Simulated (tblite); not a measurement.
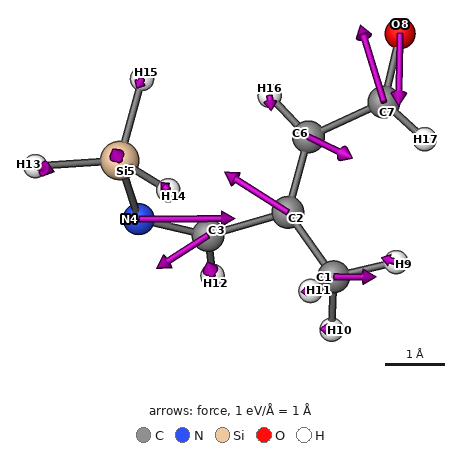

Starting geometry of C₅H₉NOSi with the computed forces as purple arrows. Style: ball-and-stick. Shown at a tilt.

The calculation used GFN2-xTB geometry optimisation, gas phase (tblite 0.8.0). 

Q: What follows when this structure is relaxed?

A: It isn't relaxed: the largest force vector, on N4, is 1.65 eV/Å. The final displacements have little in common with the starting forces (cosine between the two patterns 0.09). The largest move after the best rigid fit is that of H14, 1.56 Å. Largest moves by element: H 1.56 Å, O 0.61 Å, Si 0.43 Å, C 0.41 Å, N 0.25 Å. Among the contacts that change: N4–Si5 1.745 → 1.719 Å, C2–C3 1.498 → 1.476 Å, C3–N4 1.273 → 1.251 Å, C7–O8 1.225 → 1.207 Å. Among the angles between lasting bonds that change: C3–N4–Si5 122.9° → 138.7°, N4–Si5–H14 107.8° → 118.5°, N4–Si5–H13 109.2° → 101.6°. Groups turn about N4–Si5 by about 40°, C2–C3 by about 30°. After 109 geometry steps the energy has fallen by 27.3 kJ/mol. Cost: 1.2 s on 1 thread of Arm Neoverse N1, with other jobs on the host.
